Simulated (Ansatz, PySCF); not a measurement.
Bond stretch in SiO, singlet.

Levels: UCCSD(T) = CCSD(T) on UHF/cc-pVTZ, frozen core run with Ansatz (an electronic-structure program); RKS-B3LYP = restricted B3LYP/cc-pVTZ in PySCF; RCCSD = CCSD on RHF/cc-pVTZ, frozen core in Ansatz; UCCSD = CCSD on UHF/cc-pVTZ, frozen core run with Ansatz; UKS-CAM-B3LYP = unrestricted CAM-B3LYP/cc-pVTZ run with PySCF 2.14.0.

Energies are in kcal/mol, each relative to the lowest point of its own curve near equilibrium.

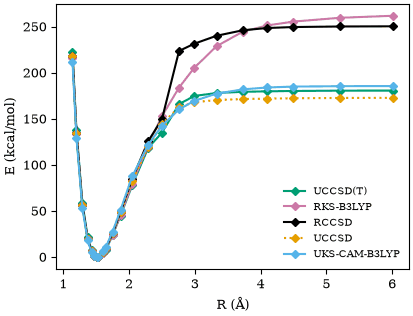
Energy against bond length for each method.

```json
[
 {"R / Å": "1.14", "UCCSD(T)": "222.4", "RKS-B3LYP": "216.3", "RCCSD": "218.4", "UCCSD": "218.4", "UKS-CAM-B3LYP": "212.0"},
 {"R / Å": "1.20", "UCCSD(T)": "137.9", "RKS-B3LYP": "133.3", "RCCSD": "134.4", "UCCSD": "134.4", "UKS-CAM-B3LYP": "129.6"},
 {"R / Å": "1.29", "UCCSD(T)": "59.1", "RKS-B3LYP": "56.1", "RCCSD": "56.3", "UCCSD": "56.3", "UKS-CAM-B3LYP": "53.4"},
 {"R / Å": "1.37", "UCCSD(T)": "21.8", "RKS-B3LYP": "20.0", "RCCSD": "19.8", "UCCSD": "19.8", "UKS-CAM-B3LYP": "18.2"},
 {"R / Å": "1.43", "UCCSD(T)": "7.3", "RKS-B3LYP": "6.2", "RCCSD": "6.0", "UCCSD": "6.0", "UKS-CAM-B3LYP": "5.2"},
 {"R / Å": "1.47", "UCCSD(T)": "2.3", "RKS-B3LYP": "1.7", "RCCSD": "1.6", "UCCSD": "1.6", "UKS-CAM-B3LYP": "1.2"},
 {"R / Å": "1.51", "UCCSD(T)": "0.2", "RKS-B3LYP": "0.0", "RCCSD": "0.0", "UCCSD": "0.0", "UKS-CAM-B3LYP": "0.0"},
 {"R / Å": "1.53", "UCCSD(T)": "0.0", "RKS-B3LYP": "0.0", "RCCSD": "0.1", "UCCSD": "0.1", "UKS-CAM-B3LYP": "0.3"},
 {"R / Å": "1.61", "UCCSD(T)": "3.8", "RKS-B3LYP": "4.7", "RCCSD": "5.3", "UCCSD": "5.3", "UKS-CAM-B3LYP": "6.1"},
 {"R / Å": "1.65", "UCCSD(T)": "7.8", "RKS-B3LYP": "9.1", "RCCSD": "10.0", "UCCSD": "10.0", "UKS-CAM-B3LYP": "11.1"},
 {"R / Å": "1.75", "UCCSD(T)": "24.1", "RKS-B3LYP": "23.9", "RCCSD": "25.8", "UCCSD": "26.2", "UKS-CAM-B3LYP": "27.5"},
 {"R / Å": "1.87", "UCCSD(T)": "44.9", "RKS-B3LYP": "45.5", "RCCSD": "48.8", "UCCSD": "48.8", "UKS-CAM-B3LYP": "51.1"},
 {"R / Å": "2.05", "UCCSD(T)": "78.1", "RKS-B3LYP": "79.6", "RCCSD": "85.0", "UCCSD": "82.9", "UKS-CAM-B3LYP": "87.9"},
 {"R / Å": "2.29", "UCCSD(T)": "118.3", "RKS-B3LYP": "121.7", "RCCSD": "125.6", "UCCSD": "118.8", "UKS-CAM-B3LYP": "121.7"},
 {"R / Å": "2.50", "UCCSD(T)": "134.9", "RKS-B3LYP": "152.8", "RCCSD": "149.4", "UCCSD": "144.5", "UKS-CAM-B3LYP": "142.4"},
 {"R / Å": "2.76", "UCCSD(T)": "165.8", "RKS-B3LYP": "183.8", "RCCSD": "223.5", "UCCSD": "162.5", "UKS-CAM-B3LYP": "160.1"},
 {"R / Å": "2.99", "UCCSD(T)": "174.7", "RKS-B3LYP": "205.2", "RCCSD": "231.4", "UCCSD": "167.9", "UKS-CAM-B3LYP": "169.4"},
 {"R / Å": "3.33", "UCCSD(T)": "178.0", "RKS-B3LYP": "228.7", "RCCSD": "240.0", "UCCSD": "170.3", "UKS-CAM-B3LYP": "177.3"},
 {"R / Å": "3.73", "UCCSD(T)": "179.2", "RKS-B3LYP": "244.6", "RCCSD": "246.0", "UCCSD": "171.4", "UKS-CAM-B3LYP": "181.9"},
 {"R / Å": "4.10", "UCCSD(T)": "179.8", "RKS-B3LYP": "251.2", "RCCSD": "248.5", "UCCSD": "171.9", "UKS-CAM-B3LYP": "183.9"},
 {"R / Å": "4.50", "UCCSD(T)": "180.2", "RKS-B3LYP": "255.5", "RCCSD": "249.5", "UCCSD": "172.3", "UKS-CAM-B3LYP": "184.9"},
 {"R / Å": "5.21", "UCCSD(T)": "180.5", "RKS-B3LYP": "259.6", "RCCSD": "250.1", "UCCSD": "172.6", "UKS-CAM-B3LYP": "185.4"},
 {"R / Å": "6.02", "UCCSD(T)": "180.6", "RKS-B3LYP": "261.8", "RCCSD": "250.3", "UCCSD": "172.7", "UKS-CAM-B3LYP": "185.5"}
]
```

At the longest distance, 6.02 Å, RKS-B3LYP lies highest above its minimum (261.8 kcal/mol) and UCCSD lowest (172.7 kcal/mol).

The unrestricted solution behind UCCSD(T), UCCSD changes between 2.29 and 2.50 Å, which can leave a kink. The unrestricted determinant behind UCCSD(T), UCCSD is spin-contaminated at 1.75 to 6.02 Å (<S²> up to 2.0, against 0.00 for a pure singlet). At the longest distance RKS-B3LYP leaves fractional charges on the fragments, a sign of delocalisation error or of the restricted form. The restricted form behind RKS-B3LYP keeps the bonding electrons paired and can't separate into open-shell fragments. The T1 diagnostic of CCSD on the restricted reference of RCCSD exceeds 0.045 at 1.87 to 3.33 Å. The unrestricted solution behind UKS-CAM-B3LYP changes between 2.05 and 2.29 Å, which can leave a kink. The unrestricted determinant behind UKS-CAM-B3LYP is spin-contaminated at 2.05 to 6.02 Å (<S²> up to 2.0, against 0.00 for a pure singlet).
